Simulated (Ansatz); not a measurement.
# BGeH5 (SMILES [BH2][GeH3]): BLYP/aug-cc-pVDZ

What is the electronic atomisation energy of BGeH5 at BLYP/aug-cc-pVDZ? 

The calculation is run with Ansatz 0.2.0.

48 further runs of the same task are left out: 48 set aside as unsound or not needed.

### Step 1. The system as given

BGeH5: 7 atoms, total charge 0, spin state singlet. SMILES: `[BH2][GeH3]`. Geometry: relaxed at PBE0-D4/def2-TZVP.

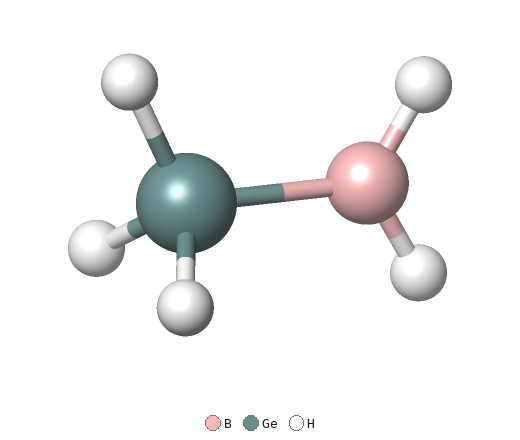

Viewed from a chosen angle; boron pink, germanium teal, hydrogen white.

### Step 2. The energy at BLYP/aug-cc-pVDZ

The input, input.yaml:

```yaml
basis:
  gaussian:
    orbitals: aug-cc-pVDZ
crystal:
  periodic: [false, false, false]
  atoms:
    - {symbol: B, position_ang: [0.007500, -1.219800, 0.268100]}
    - {symbol: Ge, position_ang: [0.048900, 0.786100, -0.183400]}
    - {symbol: H, position_ang: [-1.044400, -1.784600, 0.312800]}
    - {symbol: H, position_ang: [0.997700, -1.849300, 0.488600]}
    - {symbol: H, position_ang: [-0.601100, 1.019700, -1.562200]}
    - {symbol: H, position_ang: [-0.799800, 1.566200, 0.840700]}
    - {symbol: H, position_ang: [1.452500, 1.413700, -0.210300]}
hamiltonian:
  xc: {name: BLYP}
accuracy: high
output: {orbitals: {seedname: orbitals}}
```

The run is started by

```sh
$ ansatz run input.yaml --threads 1 --pin off --max-ram 3480MiB --events-out events.jsonl --progress --plain --runs-dir runs
```

Standard output:

```text
Warning: RAYON_NUM_THREADS=1 ignored (pool sized by the plan → 1); use --threads N
Functional definition: BLYP
  name "BLYP"
  parameter beta = 0.0042
  parameter a = 0.04918
  parameter b = 0.132
  parameter c = 0.2533
  parameter d = 0.349
  exchange = b88_x(beta = beta)
  correlation = lyp_c(a = a, b = b, c = c, d = d)
2078 factors; integrals over basis functions are off by at most 4.6e-9 eV
mean field evaluation 1: about -57271.9053 eV, gradient 2.5e1 eV
mean field evaluation 2: about -57272.2812 eV, gradient 2.3e1 eV
mean field evaluation 4: about -57274.4017 eV, gradient 6.5e-1 eV
mean field evaluation 8: about -57274.4017 eV, gradient 5.5e-3 eV
mean field evaluation 16: about -57274.4017 eV, gradient 4.2e-7 eV
mean field -57274.40166549 eV, -2104.7954392229 hartree, gradient 6.3e-8 eV, S^2 0.000000; 0 other end points of the search recorded, 0 dependent functions left out
reference -57274.40174242 eV, -2104.7954420499 hartree; 21, 21 occupied and 83, 83 virtual orbitals, 2078 factors
Total energy: -57274.40174242 eV, -2104.7954420499 hartree
```

Run time: 5.1 s. Hardware: 1 thread of AMD EPYC 9R45 (Zen 5), shared host; peak memory 0.28 GiB.

### Step 3. The B atom at the same level

The input, input.yaml:

```yaml
crystal:
  periodic: [false, false, false]
  atoms:
    - symbol: B
      position_ang: [0.000000, 0.000000, 0.000000]
basis:
  gaussian:
    orbitals: aug-cc-pVDZ
magnetization:
  spin_polarized: true
  initial_magnetization: 1
hamiltonian:
  xc: {name: BLYP}
accuracy: high
```

Run the same way, it converges to -24.64877 Eh (log not shown).

### Step 4. The Ge atom, same level

The input, run.yaml:

```yaml
crystal:
  periodic: [false, false, false]
  atoms:
    - {symbol: Ge, position_ang: [0.000000, 0.000000, 0.000000]}
basis:
  gaussian:
    orbitals: aug-cc-pVDZ
magnetization:
  spin_polarized: true
  initial_magnetization: 2
accuracy: high
hamiltonian:
  xc: {name: BLYP}
```

Run the same way, it converges to -2076.95448 Eh (log not shown).

### Step 5. The H atom, same level

The input, molecule.yaml:

```yaml
crystal:
  periodic: [false, false, false]
  atoms:
    - {symbol: H, position_ang: [0.000000, 0.000000, 0.000000]}
basis:
  gaussian:
    orbitals: aug-cc-pVDZ
magnetization:
  spin_polarized: true
  initial_magnetization: 1
hamiltonian:
  xc: {name: BLYP}
accuracy: high
```

Run the same way, it converges to -0.49701 Eh (log not shown).

### Step 6. Outcome

Level: BLYP/aug-cc-pVDZ.

| quantity | value |
| --- | --- |
| molecule: total energy | -2104.79544 Eh |
| molecule: HOMO energy | -7.07 eV |
| molecule: LUMO energy | -3.29 eV |
| molecule: HOMO–LUMO gap | 3.78 eV |
| B atom: total energy | -24.64877 Eh |
| B atom: ⟨S²⟩ | 0.753 |
| Ge atom: total energy | -2076.95448 Eh |
| Ge atom: ⟨S²⟩ | 2.001 |
| H atom: total energy | -0.49701 Eh |
| H atom: ⟨S²⟩ | 0.750 |
| electronic atomisation energy | 19.243 eV |

What this shows: Taking the molecule apart into free atoms costs 19.24 eV (1857 kJ/mol), before zero-point energy and without spin-orbit coupling.
